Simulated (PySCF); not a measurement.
## Run report: C4H8AlN, NMR shielding calculation

C4H8AlN, SMILES C1#[N+][AlH2-][CH2]CC1, computed with GIAO PBE0/def2-SVP NMR shielding, non-relativistic, gas phase (PySCF 2.14.0).

The geometry comes from this level: PBE0-D3(BJ)/def2-SVP. Figures and captions count atoms from 1; the log counts them from 0 in places.

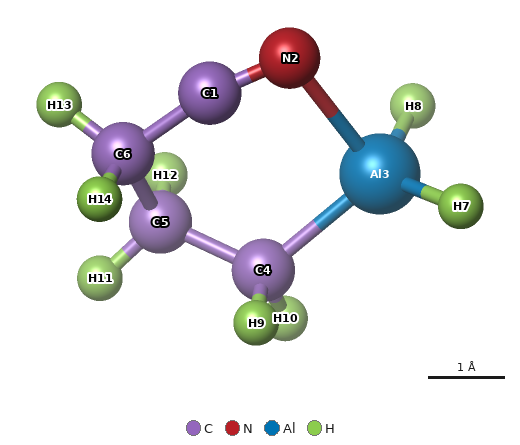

**Figure 1.** The input geometry (ball-and-stick view, seen at a tilt; atoms are numbered from 1 in the order of the input). Sticks mark near contacts. Bond lengths as drawn: Al–C 2.02 Å, Al–H 1.60 Å, Al–N 2.23 Å, C–C 1.45 to 1.55 Å, C–H 1.10 to 1.11 Å and C–N 1.16 Å.

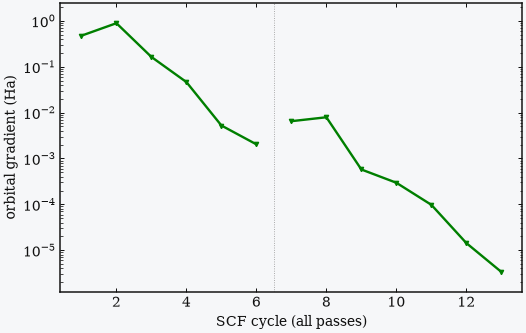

**Figure 2.** Convergence of the self-consistent field: orbital gradient against the SCF cycle. The dotted line marks the change from a coarse to the final integration grid. The first 6 cycles use a coarse grid, the final grid takes over at cycle 7, and the field converges after 13 cycles in all.

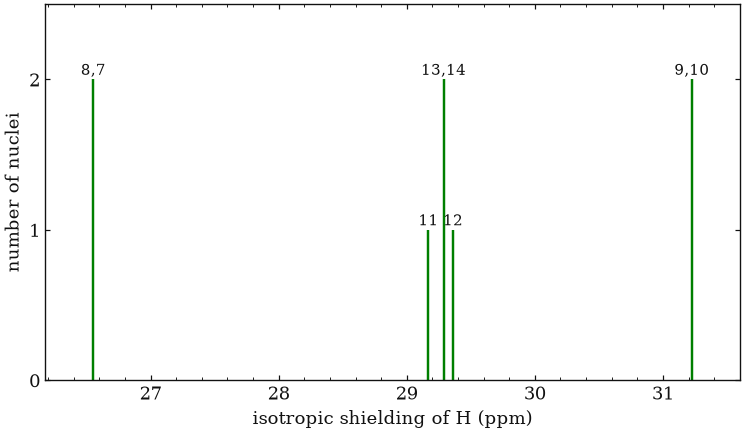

**Figure 3.** Isotropic shieldings of the hydrogen nuclei in this fixed geometry, labelled by atom number; shielding grows to the right, so chemical shift grows to the left. The least shielded is H8 (26.5 ppm), the most shielded H10 (31.2 ppm).

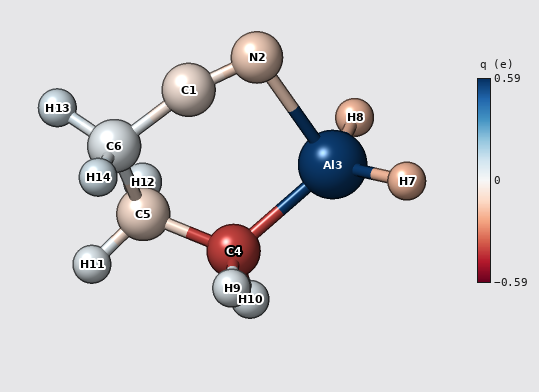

**Figure 4.** Mulliken charges, as the colour of each atom (ball-and-stick view, seen at a tilt; atoms are numbered from 1 in the order of the input; Mulliken charges depend strongly on the basis). By element: C −0.40 to +0.05, N −0.12, Al +0.56 and H −0.19 to +0.10 e.

The input and output of the run follow.

Input file
```
{"job": {"kind": "nmr", "xc": "PBE0", "basis": "def2-SVP", "pop": true}, "charge": 0, "multiplicity": 1}
C     -0.481221     0.689155     2.107030
N     -1.102803     0.005698     2.810970
Al    -1.705580    -1.524600     1.304785
C     -0.971637    -0.539250    -0.297353
C      0.340752     0.214625    -0.088947
C      0.222575     1.308509     1.003269
H     -3.291290    -1.528650     1.479615
H     -0.819187    -2.743285     1.837221
H     -1.737777     0.153377    -0.693982
H     -0.822689    -1.292210    -1.092365
H      0.699826     0.723387    -1.000307
H      1.139889    -0.481734     0.215934
H      1.199924     1.691410     1.333738
H     -0.378675     2.163160     0.652701
```

The first line tells a small driver script what to run in PySCF; the rest is the geometry in Å.

Command:
```bash
OMP_NUM_THREADS=1 python <driver script> task.json out
```

Output
```
coarse grid: 11992 points
cycle   1  E = -453.6707210348  dE =  4.403e-01  |g| = 4.737e-01  |ddm| = 3.806e+00
cycle   2  E = -453.5503234217  dE =  1.204e-01  |g| = 8.878e-01  |ddm| = 1.350e+00
cycle   3  E = -453.7265672392  dE = -1.762e-01  |g| = 1.632e-01  |ddm| = 7.937e-01
cycle   4  E = -453.7324526134  dE = -5.885e-03  |g| = 4.627e-02  |ddm| = 1.768e-01
cycle   5  E = -453.7329966316  dE = -5.440e-04  |g| = 5.230e-03  |ddm| = 5.009e-02
cycle   6  E = -453.7330036080  dE = -6.976e-06  |g| = 2.032e-03  |ddm| = 8.157e-03
final grid: 110696 points
cycle   7  E = -453.7959460124  dE = -1.784e-05  |g| = 6.495e-03  |ddm| = 2.370e-02
cycle   8  E = -453.7959408770  dE =  5.135e-06  |g| = 7.909e-03  |ddm| = 1.476e-02
cycle   9  E = -453.7959574344  dE = -1.656e-05  |g| = 5.754e-04  |ddm| = 8.083e-03
cycle  10  E = -453.7959575035  dE = -6.915e-08  |g| = 2.956e-04  |ddm| = 8.089e-04
cycle  11  E = -453.7959575210  dE = -1.747e-08  |g| = 9.766e-05  |ddm| = 2.845e-04
cycle  12  E = -453.7959575232  dE = -2.184e-09  |g| = 1.433e-05  |ddm| = 9.961e-05
cycle  13  E = -453.7959575232  dE = -5.627e-11  |g| = 3.368e-06  |ddm| = 2.480e-05
converged SCF energy = -453.7959575232

GIAO shielding tensors (ppm)
atom      isotropic    diamagn.    paramagn.     s11        s22        s33       span
  0 C       59.591     276.672    -217.081    -64.727    -36.412    279.911    344.638
  1 N       12.488     332.806    -320.319   -146.354   -105.014    288.831    435.185
  2 Al     414.222     796.809    -382.588    384.533    424.011    434.121     49.588
  3 C      185.350     245.660     -60.310    173.305    184.596    198.148     24.843
  4 C      165.060     247.633     -82.574    144.590    174.865    175.724     31.134
  5 C      173.826     253.970     -80.144    150.148    183.766    187.563     37.415
  6 H       26.564      29.010      -2.446     23.730     24.483     31.479      7.749
  7 H       26.541      29.790      -3.249     23.734     24.639     31.249      7.515
  8 H       31.226      31.850      -0.624     27.063     29.180     37.434     10.371
  9 H       31.226      30.914       0.312     26.769     28.828     38.082     11.313
 10 H       29.169      31.880      -2.711     23.743     27.549     36.215     12.472
 11 H       29.362      32.989      -3.628     25.153     27.753     35.180     10.027
 12 H       29.266      27.990       1.276     24.681     26.613     36.504     11.823
 13 H       29.309      29.562      -0.254     25.252     26.947     35.726     10.474
```

Summary

```json
{"quantity": "outcome", "value": "converged"}
{"quantity": "total energy", "value": "−453.795958 hartree"}
{"quantity": "HOMO", "value": "−7.22 eV"}
{"quantity": "LUMO", "value": "−1.00 eV"}
{"quantity": "dipole moment", "value": "5.25 D"}
{"quantity": "isotropic shielding, C", "value": "59.6 to 185.3 ppm"}
{"quantity": "isotropic shielding, N", "value": "12.5 ppm"}
{"quantity": "isotropic shielding, Al", "value": "414.2 ppm"}
{"quantity": "isotropic shielding, H", "value": "26.5 to 31.2 ppm"}
{"quantity": "hardware", "value": "1 CPU thread, shared host"}
{"quantity": "wall time", "value": "13 s"}
{"quantity": "peak memory", "value": "0.71 GiB"}
```
